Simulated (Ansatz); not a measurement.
```xyz
6

Al    0.0456   -0.2441    0.0976
Cl   -0.1533    0.1153    2.1600
O     1.6303   -0.3286   -0.5278
H     1.7912   -0.4904   -1.4707
O    -1.3053   -0.4456   -0.9302
H    -2.2183   -0.4052   -0.6054
```

These are results of RKS PBE-D4/def2-SVP (Ansatz 0.2.0), not measurements.

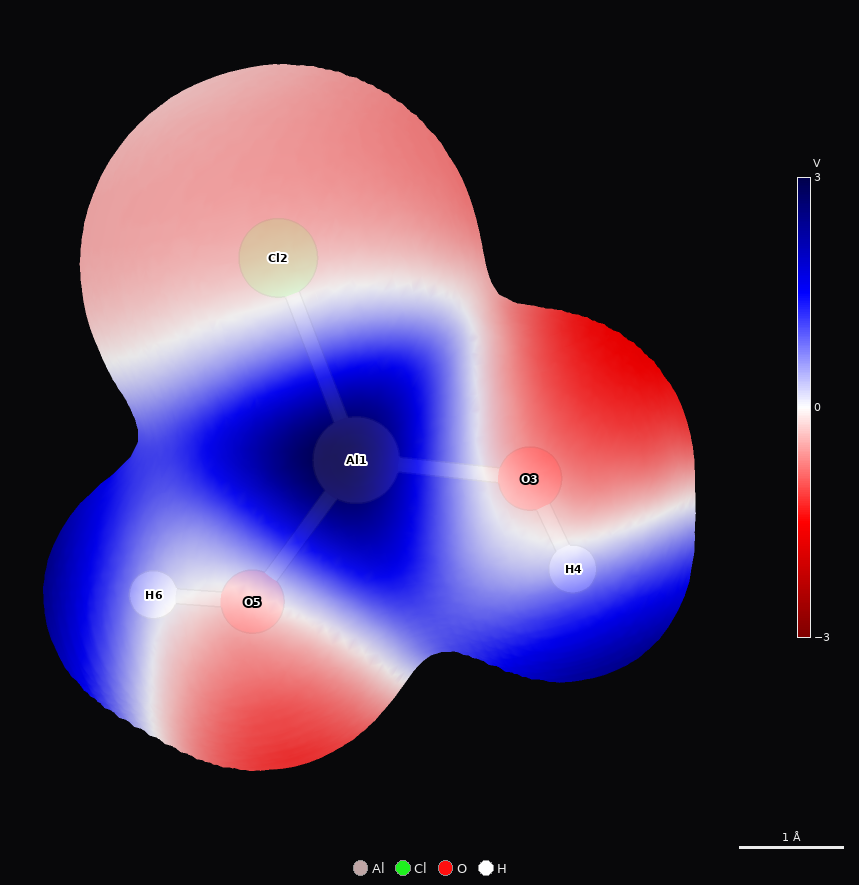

AlClH$_{2}$O$_{2}$. The molecular electrostatic potential painted on the density surface at 0.002 e/bohr³, seen across its widest extent; red is negative and blue positive.

Which sites attract a positive test charge, and which a negative one?

A positive charge is drawn to the negative regions and a negative charge to the positive ones. The most negative region (about −1.5 V, or −35 kcal/mol for a unit charge) lies over O3, the most positive (about +2.9 V, or +67 kcal/mol for a unit charge) over Al1. O3 is the likeliest acceptor of a hydrogen bond.
